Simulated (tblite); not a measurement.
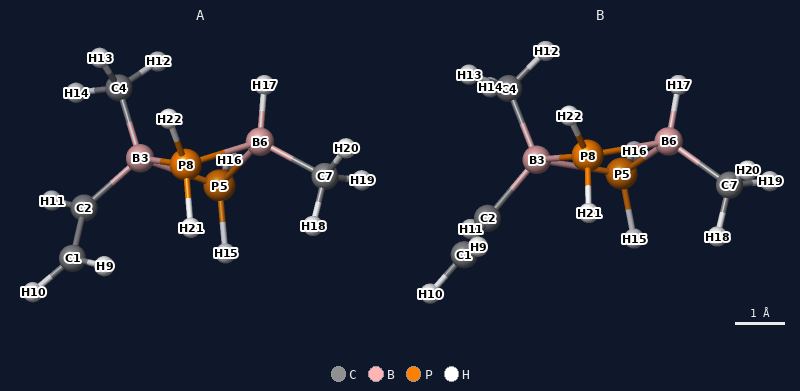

Two geometries of C4H14B2P2, drawn at one scale. One is the start of a relaxation, the other its converged end. A ball-and-stick model, seen from a free direction.

The calculation used tblite, GFN2-xTB geometry optimisation, gas phase. 

Q: Which of the two is the end point?

A: Structure B is the relaxed one. After 168 geometry steps the energy has fallen by 1.046 eV. The atom that moves furthest after the best rigid fit is H9 (0.78 Å). Largest moves by element: H 0.78 Å, P 0.29 Å, C 0.29 Å, B 0.18 Å. Near-neighbour distances that change, for instance: B3–P5 1.907 → 1.991 Å, B6–P8 1.887 → 1.970 Å, B3–P8 1.903 → 1.980 Å, P5–B6 1.906 → 1.970 Å. Among the angles between lasting bonds that change: H15–P5–H16 117.3° → 96.4°, H21–P8–H22 113.3° → 96.6°, B6–P8–H22 113.3° → 122.0°. Groups turn about B3–C4 by about 35°, C2–B3 by about 30°.
